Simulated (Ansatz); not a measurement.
# SiGeO4: properties of a relaxed candidate, part 2 of 2

This session takes a relaxed cell of SiGeO4 and sets out to see how the gap depends on the functional.

Ansatz 0.2.0; DFT PBE, scalar-relativistic, plane waves, PAW. Earlier steps stand in the parts before.

## Step 4: Levels beside the edges (r2SCAN)

input.yaml reads:

```yaml
crystal:
  lattice:
    - [0.0, 3.8647415336, 3.8647415336]
    - [3.8647415336, 0.0, 3.8647415336]
    - [3.8647415336, 3.8647415336, 0.0]
  atoms:
    - { symbol: Si, position: [0.75, 0.75, 0.75] }
    - { symbol: Ge, position: [0.5, 0.5, 0.5] }
    - { symbol: O, position: [0.112195934, 0.629268022, 0.629268022] }
    - { symbol: O, position: [0.629268022, 0.112195934, 0.629268022] }
    - { symbol: O, position: [0.629268022, 0.629268022, 0.112195934] }
    - { symbol: O, position: [0.629268022, 0.629268022, 0.629268022] }
basis:
  ecutwfc: 500
kpoints:
  mp_grid: { grid: [6, 6, 6] }
hamiltonian:
  xc: r2scan
scf:
  occupations: { method: gaussian, width: 0.02 }
output:
  forces: false
  stress: false
  eigenvalues: true
  eigenstates:
    kpoints:
      - [0.0, 0.0, 0.5]
      - [0.0, 0.012301854, 0.512301854]
      - [0.0, -0.012301854, 0.487698146]
      - [0.012301854, 0.0, 0.512301854]
      - [-0.012301854, 0.0, 0.487698146]
      - [0.012301854, 0.012301854, 0.5]
      - [-0.012301854, -0.012301854, 0.5]
      - [0.008698725, 0.008698725, 0.517397449]
      - [-0.008698725, -0.008698725, 0.482602551]
      - [0.008698725, 0.017397449, 0.508698725]
      - [-0.008698725, -0.017397449, 0.491301275]
      - [0.017397449, 0.008698725, 0.508698725]
      - [-0.017397449, -0.008698725, 0.491301275]
      - [0.014204958, 0.014204958, 0.514204958]
      - [-0.014204958, -0.014204958, 0.485795042]
      - [0.0, 0.0, 0.0]
      - [0.0, 0.012301854, 0.012301854]
      - [0.0, -0.012301854, -0.012301854]
      - [0.012301854, 0.0, 0.012301854]
      - [-0.012301854, 0.0, -0.012301854]
      - [0.012301854, 0.012301854, 0.0]
      - [-0.012301854, -0.012301854, 0.0]
      - [0.008698725, 0.008698725, 0.017397449]
      - [-0.008698725, -0.008698725, -0.017397449]
      - [0.008698725, 0.017397449, 0.008698725]
      - [-0.008698725, -0.017397449, -0.008698725]
      - [0.017397449, 0.008698725, 0.008698725]
      - [-0.017397449, -0.008698725, -0.008698725]
      - [0.014204958, 0.014204958, 0.014204958]
      - [-0.014204958, -0.014204958, -0.014204958]
    e_range: [-6.298926, 6.298926]
checkpoint:
  read: start.run
  write: ck
  compress: false
  write_wavefunctions: false
  write_every: 100000
```

Run with:

```bash
> ansatz run input.yaml --threads 1 --pin off --max-ram 2048MiB --backend cpu --events-out ev --progress --plain --runs-dir out
```

Output:

```text
[... 38 lines left out ...]
SCF 1 converged in 3 iterations: F = -7219.687788 eV  dr2 = 6.43e-10
NSCF: frozen V_eff on 30 k-points
SCF converged after 3 iterations
Free energy (F): -7219.687788 eV
Harris-Foulkes:  -7219.687788 eV  (|F-HF|=2.40e-9)
Internal energy: -7219.687788 eV  (E = F + TS)
E sigma→0 (E₀):  -7219.687788 eV
Fermi energy:    1.926188 eV
--- Per-component energies (eV) ---
  E_band       = -481.291449
  E_kinetic    = 866.955912
  E_local      = -6146.605322  (includes V_loc(G=0)·N_el)
  E_nonlocal   = 641.902802
  E_hartree    = 2577.977498
  E_xc         = -411.802876
  E_vxc        = -539.273017  (∫ρ·V_xc dr)
  E_paw        = -3205.837821  (= ΣΔE_a)
  E_vpaw       = -494.758297  (= ΣTr[D̂ρ^β])
  E_aug_tail   = 0.004322  (compensation charges beyond the density's cutoff)
  E_vtau       = 34.527400  (kinetic-family band-sum trace: ∫τ·v_τ [+ j·A + Jᵃ·Aᵃ] dr)
  E_ewald      = -1540.992340
  E_core_change = -1.289962  (= ΣΔE_core)
  E_smearing   = -0.000000  (= −TS)
  E_closure    = 0.000000  (closes the sum)
  Σ components = -7219.687788   (vs F -7219.687788, Δ=0.00e0)
--- Band table (eV; the first three rows and the last of 16) ---
  k-point 0: bands = ["-24.6393", "-24.6393", "-24.6393", "-24.3122", "-24.3122", "-20.4118", "-18.2711", "-18.2711", "-18.2711", "-10.6875", "-6.0014", "-6.0014", "-6.0014", "-2.4915", "-2.4915", "-2.0020", "-2.0020", "-2.0020", "-0.4777", "-0.4777", "-0.4777", "4.3256", "7.0889", "8.7618", "8.7618", "8.7618", "11.7940"]
  k-point 1: bands = ["-24.6414", "-24.6391", "-24.6391", "-24.3122", "-24.3122", "-20.3295", "-18.4187", "-18.2736", "-18.2736", "-10.4382", "-6.1406", "-5.9413", "-5.9413", "-2.4749", "-2.4749", "-2.3084", "-2.0175", "-2.0175", "-0.6431", "-0.6431", "-0.4766", "4.7147", "7.2926", "8.8691", "9.0416", "9.0416", "10.7049"]
  k-point 2: bands = ["-24.6456", "-24.6388", "-24.6388", "-24.3122", "-24.3122", "-20.1223", "-18.7488", "-18.2784", "-18.2784", "-9.8681", "-6.5130", "-5.8141", "-5.8141", "-2.8355", "-2.4123", "-2.4123", "-2.0766", "-2.0766", "-0.9708", "-0.9708", "-0.4744", "5.4932", "7.6409", "9.0634", "9.6731", "9.6731", "9.8929"]
  k-point 15: bands = ["-24.6512", "-24.6381", "-24.6381", "-24.3122", "-24.3121", "-19.5446", "-19.4464", "-18.2914", "-18.2913", "-8.6584", "-7.7763", "-5.5005", "-5.4852", "-2.9153", "-2.8999", "-2.3734", "-2.3204", "-1.8337", "-1.2925", "-1.0487", "-0.9755", "6.9307", "8.1697", "8.8263", "9.2175", "10.7696", "11.4540"]
```

It took 14 s on 1 thread of Intel Xeon 6975P-C (Granite Rapids), shared host; peak memory 0.57 GiB.

The search puts the valence top at k = (0.000, 0.000, 0.500) and the conduction bottom at (0.000, 0.000, 0.000), 4.80 eV apart.

Curvature masses (electron masses; step 0.02 1/Å; n/a where the band is flat or the point is no extremum):

```
 carrier  band     x     y     z  [110]  [101]  [011]  [111]
    hole    21  2.02  2.02  2.02   3.98   1.36   1.36   1.52
electron    22  0.48  0.48  0.48   0.48   0.48   0.48   0.48
```

## Step 5: Comparison of the levels of theory

```csv
level,gap (eV),pressure (GPa),CPU time,against the first
PBE,4.04,0.0,60 s,× 1
r2SCAN,4.80,-3.8,76 s,× 1.3
```

All at the geometry relaxed with the first.

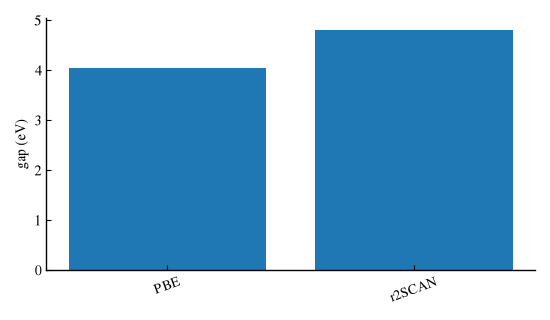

The gap at each level.

## Step 6: Outcome

This closing draws on all 2 parts.

| quantity | value |
| --- | --- |
| gap (r2SCAN) | 4.80 eV, indirect on the path |
| Bader charges (r2SCAN) | Si +3.37, Ge +2.68, O -1.51 e |
| gap over the zone (r2SCAN) | 4.80 eV, indirect |
| valence top, conduction bottom (fractional k) (r2SCAN) | (0.000, 0.000, 0.500), (0.000, 0.000, 0.000) |
| hole masses (r2SCAN) | 1.36 to 3.98 m0 along the directions sampled |
| electron masses (r2SCAN) | 0.48 to 0.48 m0 along the directions sampled |

The gap runs from 4.04 eV with PBE to 4.80 eV with r2SCAN. At this fixed cell r2SCAN gives -3.8 GPa, so it would relax to a smaller volume.
